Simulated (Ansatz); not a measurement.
# C2H6Si (vinylsilane): HF/STO-3G

What is the vertical ionisation energy of C2H6Si (vinylsilane) at HF/STO-3G? 

The calculation is run with Ansatz 0.2.0.

51 further runs of the same task are left out: 51 set aside as unsound or not needed.

### Step 1. Starting point

C2H6Si: 9 atoms, total charge 0, spin state singlet. SMILES: `C=C[SiH3]`. The shape is that of a PBE0-D4/def2-TZVP optimisation.

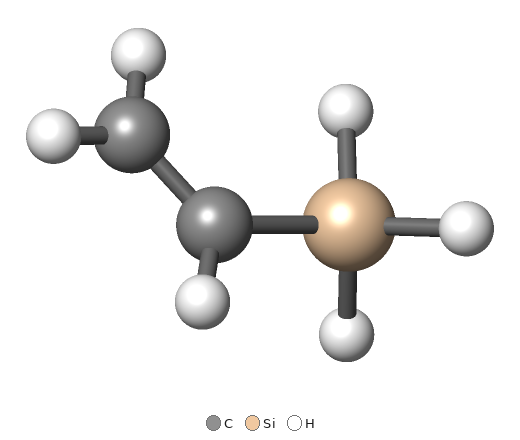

The structure, seen from a chosen angle (carbon grey, silicon light orange, hydrogen white).

### Step 2. The energy at HF/STO-3G

The input, molecule.yaml:

```yaml
crystal:
  periodic: [false, false, false]
  atoms:
    - {symbol: C, position_ang: [-0.713700, 0.870200, -1.048300]}
    - {symbol: C, position_ang: [-0.071300, 0.712500, 0.105600]}
    - {symbol: Si, position_ang: [0.560600, -0.932000, 0.700100]}
    - {symbol: H, position_ang: [-0.905700, 0.033000, -1.713900]}
    - {symbol: H, position_ang: [-1.076700, 1.838600, -1.381500]}
    - {symbol: H, position_ang: [0.089400, 1.592000, 0.727600]}
    - {symbol: H, position_ang: [2.035800, -0.893900, 0.893800]}
    - {symbol: H, position_ang: [0.223400, -1.972400, -0.307300]}
    - {symbol: H, position_ang: [-0.053200, -1.294300, 2.006700]}
basis:
  gaussian: {orbitals: STO-3G}
hamiltonian: {xc: hf}
accuracy: high
output: {orbitals: {seedname: orbitals}}
```

Started as:

```console
$ ansatz run molecule.yaml --threads 1 --pin off --max-ram 3480MiB --events-out events.jsonl --progress --plain --runs-dir runs
```

The program printed:

```text
Warning: RAYON_NUM_THREADS=1 ignored (pool sized by the plan → 1); use --threads N
Functional definition: HF
  name "HF"
  exchange = exact_x
  correlation = 0
479 factors; integrals over basis functions are off by at most 2.0e-9 eV
mean field evaluation 1: about -9900.4511 eV, gradient 1.1e1 eV
mean field evaluation 2: about -9900.5086 eV, gradient 1.1e1 eV
mean field evaluation 4: about -9901.0244 eV, gradient 3.8e-1 eV
mean field evaluation 8: about -9901.0245 eV, gradient 3.8e-7 eV
mean field -9901.02452986 eV, -363.8559403168 hartree, gradient 2.7e-8 eV, S^2 0.000000; 0 other end points of the search recorded, 0 dependent functions left out
reference -9901.02452986 eV, -363.8559403168 hartree; 16, 16 occupied and 9, 9 virtual orbitals, 479 factors
Total energy: -9901.02452986 eV, -363.8559403168 hartree
```

Run time: 0.16 s. Hardware: 1 thread of Intel Xeon 6975P-C (Granite Rapids), shared host.

### Step 3. The doublet cation at the same level

Edit molecule.yaml of step 2 so:

```diff
@@ -1 +1,4 @@
+basis:
+  gaussian:
+    orbitals: STO-3G
 crystal:
@@ -12,6 +15,10 @@
     - {symbol: H, position_ang: [-0.053200, -1.294300, 2.006700]}
-basis:
-  gaussian: {orbitals: STO-3G}
-hamiltonian: {xc: hf}
+magnetization:
+  spin_polarized: true
+  initial_magnetization: 1
+hamiltonian:
+  xc: hf
 accuracy: high
-output: {orbitals: {seedname: orbitals}}
+total_charge: 1
+output:
+  orbitals: {seedname: orbitals}
```

Started as:

```console
$ ansatz run molecule.yaml --threads 1 --pin off --max-ram 3480MiB --events-out events.jsonl --progress --plain --runs-dir runs
```

The program printed:

```text
Warning: RAYON_NUM_THREADS=1 ignored (pool sized by the plan → 1); use --threads N
[... 4 set-up lines as earlier in the session ...]
478 factors; integrals over basis functions are off by at most 2.1e-9 eV
mean field evaluation 1: about -9892.4752 eV, gradient 8.3e0 eV
mean field evaluation 2: about -9892.5250 eV, gradient 8.2e0 eV
mean field evaluation 4: about -9893.6917 eV, gradient 1.5e0 eV
mean field evaluation 8: about -9893.7962 eV, gradient 1.8e-3 eV
mean field evaluation 16: about -9891.2308 eV, gradient 9.7e0 eV
mean field -9893.79578005 eV, -363.5902886612 hartree, gradient 1.2e-8 eV, S^2 0.754728; 0 other end points of the search recorded, 0 dependent functions left out
reference -9893.79578005 eV, -363.5902886612 hartree; 16, 15 occupied and 9, 10 virtual orbitals, 478 factors
Total energy: -9893.79578005 eV, -363.5902886612 hartree
```

It took 0.18 s on 1 thread of Intel Xeon 6975P-C (Granite Rapids), shared host.

### Step 4. Summary of results

Level: HF/STO-3G.

| quantity | value |
| --- | --- |
| singlet C2H6Si: total energy | -363.85594 Eh |
| singlet C2H6Si: HOMO energy | -8.51 eV |
| singlet C2H6Si: LUMO energy | 8.52 eV |
| singlet C2H6Si: HOMO–LUMO gap | 17.02 eV |
| doublet cation: total energy | -363.59029 Eh |
| doublet cation: HOMO energy (highest over α and β) | -16.76 eV |
| doublet cation: LUMO energy (lowest over α and β) | -5.92 eV |
| doublet cation: ⟨S²⟩ | 0.755 |
| vertical ionisation energy (to the doublet cation) | 7.229 eV |

In words: The vertical ionisation energy comes to 7.23 eV (697 kJ/mol). −ε(HOMO) before ionisation, 8.51 eV, is 1.28 eV above this ionisation energy. In a minimal basis such a difference can be off by several eV, whatever the method.
